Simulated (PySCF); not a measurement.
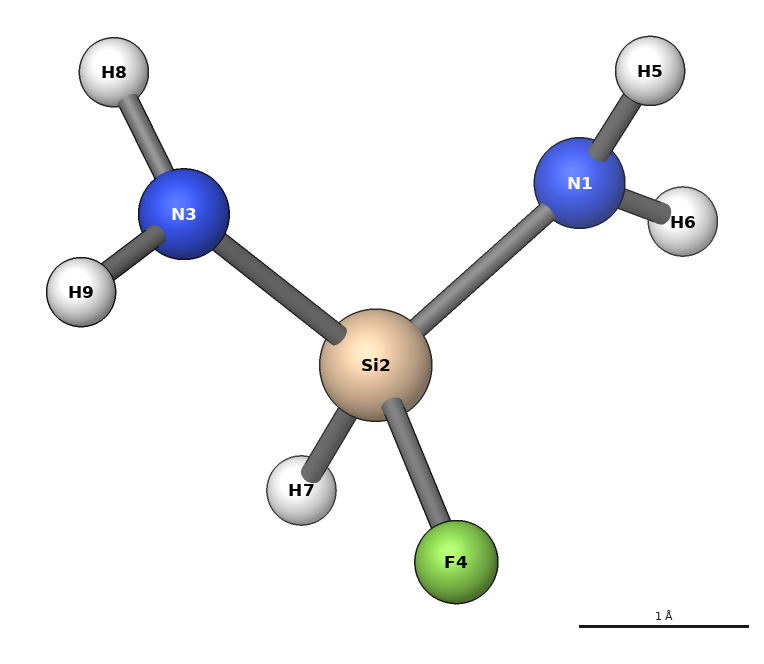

Numbered structure. The geometry was computed by an optimisation with PBE0-D3(BJ)/def2-SVP. No frequency run is at hand to confirm it as a minimum.

List the bonds and their lengths.

```
  bond  length (Å)   order
N1–Si2       1.705  single
 N1–H5       1.013  single
 N1–H6       1.013  single
Si2–N3       1.712  single
Si2–F4       1.632  single
Si2–H7       1.489  single
 N3–H8       1.012  single
 N3–H9       1.013  single
```
